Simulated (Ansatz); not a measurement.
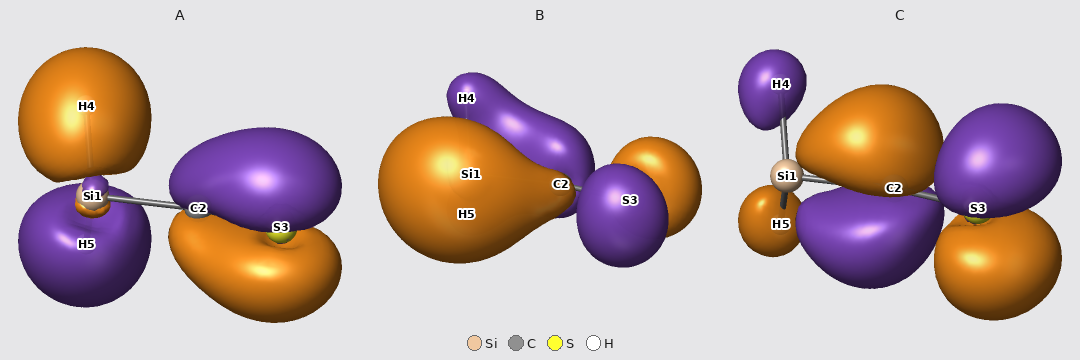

The picture shows: CH2SSi. Three frontier orbitals at ±0.1 Å⁻³ᐟ² (orange and purple are the two phases), in no order.

Geometry: PBE0-D4/def2-TZVP.

Computed with RKS PBE0-D4/def2-TZVPP (Ansatz).

```yaml
atoms:
  - { symbol: Si, position_ang: [0.1817, 0.5719, -0.6847] }
  - { symbol: C, position_ang: [0.2412, -0.7397, 0.5193] }
  - { symbol: S, position_ang: [0.6021, -1.9496, 1.3946] }
  - { symbol: H, position_ang: [-1.1087, 0.3201, -1.3897] }
  - { symbol: H, position_ang: [0.0836, 1.7973, 0.1605] }
```

**Order the three orbitals by energy and name them.**

A is the HOMO−1 (−9.46 eV). Its weight (Hirshfeld) is mainly on S3 (about 35 %), Si1 (about 25 %), H4 (about 15 %), H5 (about 15 %) and C2 (about 10 %). B is the HOMO (−6.09 eV). It lies mainly on Si1 (about 55 %), S3 (about 25 %) and C2 (about 15 %). C is the LUMO (−3.00 eV). By Hirshfeld shares it lies mainly on S3 (about 45 %) and C2 (about 40 %); π-antibonding (π*) across S3–C2.

**What is the HOMO–LUMO gap?**

3.09 eV between the orbital energies.
